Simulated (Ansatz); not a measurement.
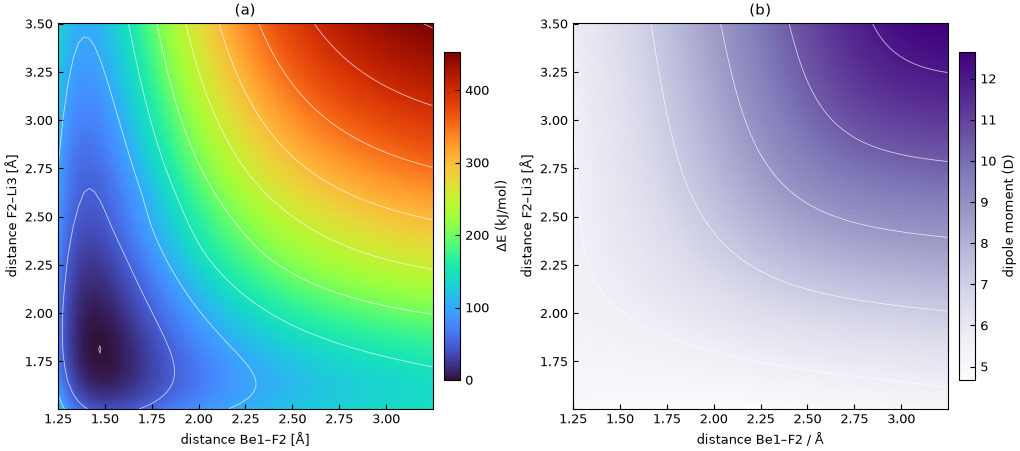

The system Be + FLi. First axis: distance Be1–F2. Second axis: distance F2–Li3. Nothing is relaxed (the angle Be1–F2–Li3 is fixed at 90 degrees). The scan uses a 17 × 17 grid. Points are written as (first, second). Energies are in kJ/mol, from the lowest grid point. The reference is spin-restricted, so regions where a bond is pulled apart into radicals lie too high. Method: Ansatz, RKS PBE-D4/def2-TZVPD.

Panel (a) is the energy; panel (b) is the computed dipole moment, in D.

Drawn: a smooth colour map with a few white contour lines. Between grid points the surface is interpolated.

Q: How does the dipole moment vary over the map, and what is it at the lowest grid point?

A: Leaving out the highest fifth of the energies, it runs from 4.7 D at (1.807 Å, 1.504 Å) to 8.8 D at (2.477 Å, 2.590 Å). At the lowest grid point, (1.475 Å, 1.834 Å), it is 5.3 D.

```csv
"distance F2–Li3 ↓, distance Be1–F2 →",1.302,1.475,1.689,1.931,2.195,2.477,2.775,3.087
3.504,5.9,6.5,7.3,8.3,9.5,10.7,11.8,12.5
3.185,5.8,6.3,7.1,8.0,9.2,10.3,11.2,11.7
2.880,5.7,6.2,6.9,7.7,8.7,9.7,10.3,10.7
2.590,5.6,6.0,6.6,7.3,8.1,8.8,9.3,9.5
2.316,5.6,5.9,6.3,6.8,7.4,7.9,8.2,8.4
2.063,5.5,5.6,5.9,6.2,6.6,6.9,7.2,7.3
1.834,5.3,5.3,5.4,5.6,5.9,6.1,6.3,6.4
1.638,5.0,5.0,5.0,5.1,5.2,5.3,5.5,5.6
1.504,4.8,4.8,4.7,4.7,4.7,4.8,4.9,5.1
```

The table holds every second grid line.
